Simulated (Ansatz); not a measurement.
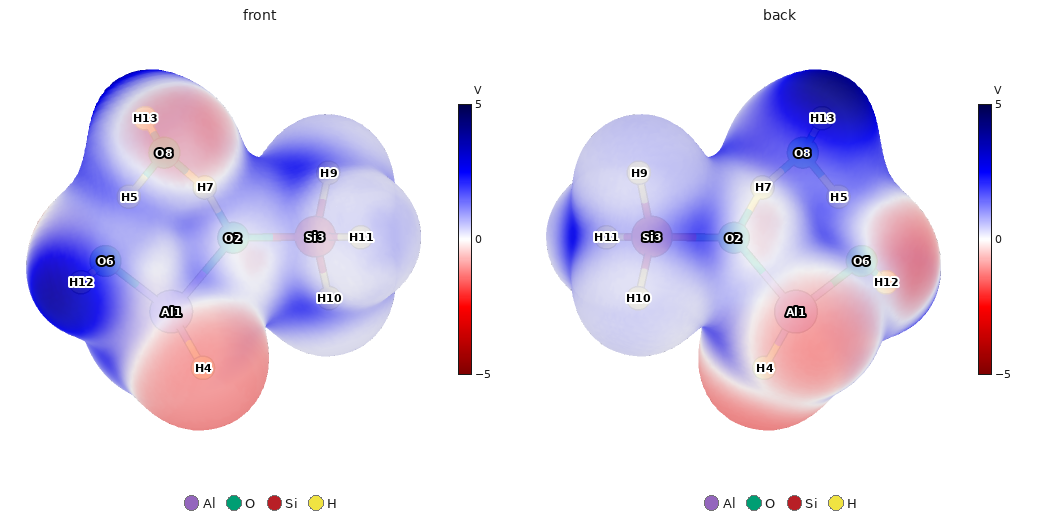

Figure 1: AlH8O3Si (doublet). The electrostatic potential painted on the density surface at 0.004 e/bohr³, seen from the front and from behind; red is negative and blue positive.

A transition-state structure; geometry: PBE0-D4/def2-TZVP.

All numbers below come from UKS PBE0-D4/def2-TZVPP in Ansatz.

```tsv
atom	x (Å)	y (Å)	z (Å)
Al	-1.1777	0.8365	-0.9107
O	-0.0669	-0.4965	-0.2080
Si	-0.3303	-2.1230	-0.0456
H	-2.5432	0.8440	-0.0540
H	0.9553	1.6837	0.3038
O	-0.1015	2.2000	-0.3309
H	0.9032	0.0688	0.2985
O	1.6263	0.9060	0.6988
H	0.9366	-2.8411	-0.3399
H	-1.3831	-2.5288	-1.0081
H	-0.7589	-2.4430	1.3390
H	-0.5158	2.9783	0.0446
H	2.4560	0.9152	0.2123
```

Q: Which sites attract a positive test charge, and which a negative one?

A: A positive charge is drawn to the negative regions and a negative charge to the positive ones. The most negative region (about −1.1 V, or −25 kcal/mol for a unit charge) lies over H4 and O6, the most positive (about +4.1 V, or +95 kcal/mol for a unit charge) over H13.
